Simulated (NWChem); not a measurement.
# One shape, several levels: NH (imidogen)

We compute a comparison of 6 runs (UHF/STO-3G, UHF/3-21G, UB3LYP/6-31G*, U-wB97X/aug-cc-pVTZ, UCR-CCSD(T)/aug-cc-pVTZ, UMP3/aug-cc-pVTZ) of NH (imidogen). 

Program for the calculation: NWChem 7.3.0.

4 further runs of the same task are left out: 3 that didn't finish, 1 set aside as unsound or not needed.

### Step 1. The structure to begin with

NH has 2 atoms, charge 0, and is taken as a triplet. SMILES: `[NH]`. The bond length is the measured one.

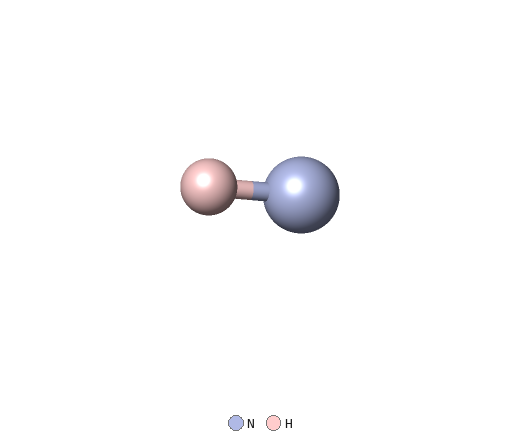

Viewed from a chosen angle; nitrogen light blue, hydrogen pink.

### Step 2. Energy and gradient at UHF/STO-3G (run 1)

File run.xyz:

```xyz
2

N      0.000000     0.000000     0.000000
H      0.000000     0.000000     1.036210
```

File run.py:

```python
from ase.io import read
from ase.calculators.nwchem import NWChem

molecule = read('run.xyz')

calc = NWChem(
    label='run',
    theory='scf',
    memory='2200 mb',
    basis='STO-3G',
    basispar='spherical bse',
    scf={'nopen': '2', 'uhf': None, 'thresh': '1e-08', 'maxiter': '80'},
)
molecule.calc = calc

forces = molecule.get_forces()
print("Total energy (eV):", round(molecule.get_potential_energy(), 6))
print("forces (eV/A):")
for s, f in zip(molecule.symbols, forces):
    print(f"{s:2s} {f[0]:10.5f} {f[1]:10.5f} {f[2]:10.5f}")
```

Started as:

```sh
$ export ASE_NWCHEM_COMMAND="nwchem PREFIX.nwi > PREFIX.nwo"
$ python run.py
```

The program printed:

```text
Total energy (eV): -1476.541414
forces (eV/A):
N     0.00000   -0.00000   -2.34125
H    -0.00000    0.00000    2.34125
```

The calculator wrote run.nwi:

```
title "run"

permanent_dir run

scratch_dir run

start run

geometry units angstrom nocenter noautosym noautoz
  N  0.0000000000000000e+00 0.0000000000000000e+00 0.0000000000000000e+00
  H  0.0000000000000000e+00 0.0000000000000000e+00 1.0362100000000001e+00
end

memory 2200 mb

basis spherical bse noprint
   * library STO-3G
end

scf
  nopen 2
  uhf
  thresh 1e-08
  maxiter 80
end

task scf gradient
```

run.nwo:

```text
Northwest Computational Chemistry Package (NWChem) 7.3.0
             --------------------------------------------------------

           Job information
           ---------------

    nwchem branch   = 7.3.0
    use scalapack   = T
    input           = run.nwi
    prefix          = run.
    data base       = run/run.db
    status          = startup
    nproc           =        1

           Memory information
           ------------------

[... 5 lines left out ...]
    hardfail = no
[... 92 lines left out ...]
 1-e energy   =     -81.132680
[... 9 lines left out ...]
 Convergence threshold     :          1.000E-08
[... 16 lines left out ...]
      One electron energy =    -81.184739226332
[... 9 lines left out ...]
          Final alpha eigenvalues
[... 57 lines left out ...]
                     UHF Final Beta Molecular Orbital Analysis
[... 102 lines left out ...]
                 ----------------------------------------
                 |  Time  |  1-e(secs)   |  2-e(secs)   |
                 ----------------------------------------
                 |  CPU   |       0.00   |       0.00   |
                 ----------------------------------------
                 |  WALL  |       0.00   |       0.00   |
                 ----------------------------------------

 Task  times  cpu:        0.1s     wall:        0.1s
 Total times  cpu:        0.1s     wall:        0.1s
```

It took 1.1 s on 1 thread of AMD EPYC 7B13 (Zen 3), shared host; peak memory 0.1 GiB.

### Step 3. Energy and forces at UHF/3-21G (run 2)

File hn.xyz:

```xyz
2

N      0.000000     0.000000     0.000000
H      0.000000     0.000000     1.036210
```

File run.py:

```python
from ase.io import read
from ase.calculators.nwchem import NWChem

mol = read('hn.xyz')

calc = NWChem(
    label='hn',
    theory='scf',
    memory='2200 mb',
    basis='3-21G',
    basispar='spherical bse',
    scf={'nopen': '2', 'uhf': None, 'thresh': '1e-08', 'maxiter': '80'},
)
mol.calc = calc

forces = mol.get_forces()
print(f"energy = {mol.get_potential_energy():.6f} eV")
print("forces (eV/A):")
for s, f in zip(mol.symbols, forces):
    print(f"{s:2s} {f[0]:10.5f} {f[1]:10.5f} {f[2]:10.5f}")
```

Started as:

```sh
$ export ASE_NWCHEM_COMMAND="nwchem PREFIX.nwi > PREFIX.nwo"
$ python run.py
```

The program printed:

```text
energy = -1487.352026 eV
forces (eV/A):
N     0.00000   -0.00000   -0.35980
H    -0.00000    0.00000    0.35980
```

The calculator wrote hn.nwi:

```
title "hn"

permanent_dir hn

scratch_dir hn

start hn

geometry units angstrom nocenter noautosym noautoz
  N  0.0000000000000000e+00 0.0000000000000000e+00 0.0000000000000000e+00
  H  0.0000000000000000e+00 0.0000000000000000e+00 1.0362100000000001e+00
end

memory 2200 mb

basis spherical bse noprint
   * library 3-21G
end

scf
  nopen 2
  uhf
  thresh 1e-08
  maxiter 80
end

task scf gradient
```

hn.nwo:

```text
Northwest Computational Chemistry Package (NWChem) 7.3.0
             --------------------------------------------------------

           Job information
           ---------------

    nwchem branch   = 7.3.0
    use scalapack   = T
    input           = hn.nwi
    prefix          = hn.
    data base       = hn/hn.db
    status          = startup
    nproc           =        1

           Memory information
           ------------------

[... 5 lines left out ...]
    hardfail = no
[... 92 lines left out ...]
 1-e energy   =     -80.930379
[... 9 lines left out ...]
 Convergence threshold     :          1.000E-08
[... 16 lines left out ...]
      One electron energy =    -81.268014966380
[... 9 lines left out ...]
          Final alpha eigenvalues
[... 105 lines left out ...]
                     UHF Final Beta Molecular Orbital Analysis
[... 142 lines left out ...]
                 ----------------------------------------
                 |  Time  |  1-e(secs)   |  2-e(secs)   |
                 ----------------------------------------
                 |  CPU   |       0.00   |       0.00   |
                 ----------------------------------------
                 |  WALL  |       0.00   |       0.00   |
                 ----------------------------------------

 Task  times  cpu:        0.1s     wall:        0.1s
 Total times  cpu:        0.1s     wall:        0.1s
```

Run time: 1.2 s. Hardware: 1 thread of AMD EPYC 7B13 (Zen 3), shared host; peak memory 0.099 GiB.

Runs 3 to 5 aren't shown in full; the table further down has their settings and results.

### Step 4. A single-point energy at UMP3/aug-cc-pVTZ (run 6)

File struct.nw:

```
start struct
title "HN energy"
memory 2200 mb
charge 0
geometry units angstroms noautosym nocenter noautoz
 N      0.000000     0.000000     0.000000
 H      0.000000     0.000000     1.036210
end
basis "ao basis" spherical bse
 N library aug-cc-pVTZ
 H library aug-cc-pVTZ
end
scf
 nopen 2
 uhf
 thresh 1e-08
 maxiter 80
end
tce
 scf
 mbpt3
 freeze core 1
 maxiter 60
end
task tce
```

Started as:

```sh
$ nwchem struct.nw > struct.out
```

The program printed:

```text
[...]
  functions       =    69
[...]
  wavefunction    = UHF
[...]
         Total SCF energy =    -54.982556145308
      One electron energy =    -81.609941876464
      Two electron energy =     23.052588399536
 Nuclear repulsion energy =      3.574797331620
                       Sz =      1.0000
                 Sz(Sz+1) =      2.0000
                      S^2 =      2.0166
[...]
         Wavefunction type : Unrestricted Hartree-Fock
          No. of electrons :     8
[...]
         Spin multiplicity : triplet
[...]
```

Wall time 16 s (1 thread of AMD EPYC 7B13 (Zen 3), shared host); peak memory 0.83 GiB.

### Step 5. All runs side by side

| run | level | Cartesian functions | iteration cap | energy (Eh) | HOMO energy (eV) | LUMO energy (eV) | ⟨S²⟩ | wall time |
| --- | --- | --- | --- | --- | --- | --- | --- | --- |
| 1 | UHF/STO-3G | no | 80 | -54.261897 | -11.26 | 9.30 | 2.012 | 1.1 s |
| 2 | UHF/3-21G | no | 80 | -54.659179 | -12.94 | 5.13 | 2.012 | 1.2 s |
| 3 | UB3LYP/6-31G* (Cartesian functions) | yes | 100 | -55.219346 | – | – | 2.005 | 2 s |
| 4 | U-wB97X/aug-cc-pVTZ | no | 100 | -55.225395 | -12.21 | -0.35 | 2.008 | 29 s |
| 5 | UCR-CCSD(T)/aug-cc-pVTZ | no | 80 | -55.144743 | – | – | 2.017 | 25 s |
| 6 | UMP3/aug-cc-pVTZ | no | 80 | -55.138247 | -13.83 | 0.80 | 2.017 | 16 s |

### Step 6. Results

| quantity | value |
| --- | --- |
| run 6: total energy | -55.13825 Eh |
| run 6: HOMO energy (Hartree–Fock orbitals) (highest over α and β) | -13.83 eV |
| run 6: LUMO energy (Hartree–Fock orbitals) (lowest over α and β) | 0.80 eV |
| run 6: correlation energy (1 core orbital frozen) | -155.7 mEh |
| run 6: ⟨S²⟩ of the reference determinant | 2.017 |

In words: Over runs 1, 2, 4 the dipole moment (its size) runs from 1.32 D (UHF/STO-3G) to 1.79 D (UHF/3-21G). Totals of different functionals can't be ranked against each other. In run 1 the basis is minimal, so the values are rough. All runs together took 73 s, the longest 29 s.
